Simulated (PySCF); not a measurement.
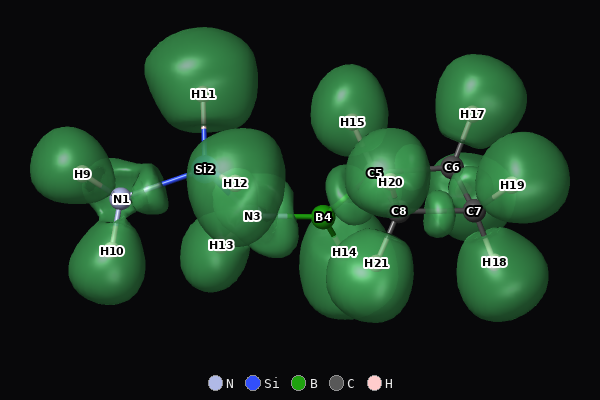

Figure 1: C4H13BN2Si (SMILES N[SiH2]NBC1CCC1). Isosurface of the electron localisation function at 0.8 (green), seen from one side. Only the valence region is drawn (cores and ρ < 0.01 e/Å³ removed).

Geometry: GFN2-xTB.

Computed with PBE0/pcSseg-1, SCF density, gas phase, non-relativistic (PySCF 2.14.0).

```xyz
21

N     3.9284    0.2149    0.0440
Si    2.3596    0.0305    0.7396
N     1.3873   -0.4339   -0.6297
B     0.0169   -0.6751   -0.7249
C    -0.8979   -0.4713    0.5525
C    -2.3740   -0.9227    0.4764
C    -2.8343    0.5387    0.5602
C    -1.3813    0.9910    0.7535
H     4.7022    0.3485    0.6727
H     4.0360    0.8259   -0.7506
H     2.4872   -1.0558    1.7127
H     1.7839    1.2402    1.3436
H     1.9279   -0.5739   -1.4713
H    -0.4364   -0.9905   -1.7639
H    -0.3969   -0.8472    1.4475
H    -2.6448   -1.4332   -0.4463
H    -2.6953   -1.5345    1.3183
H    -3.2863    0.9080   -0.3586
H    -3.5012    0.7661    1.3909
H    -1.1702    1.3942    1.7424
H    -1.0198    1.6972    0.0075
```

> Identify the bonds, lone pairs and shells in this picture.

The surface consists of one region between bonded B–C atoms (shared pairs), four regions between bonded C–C atoms (shared pairs), eleven regions around hydrogen nuclei, one region on N in which the atom's valence shell and bonds are merged and one joined region spread over several atoms (H, N), in which their bonds and any lone pairs are merged.

Values along the shortest contacts:
B–N (1.39 Å): the ELF peaks at about 0.95 between the atoms, as expected for a short, strongly polar bond. C–C (1.53 Å): the ELF peaks at about 0.95 between the atoms (a covalent bond).
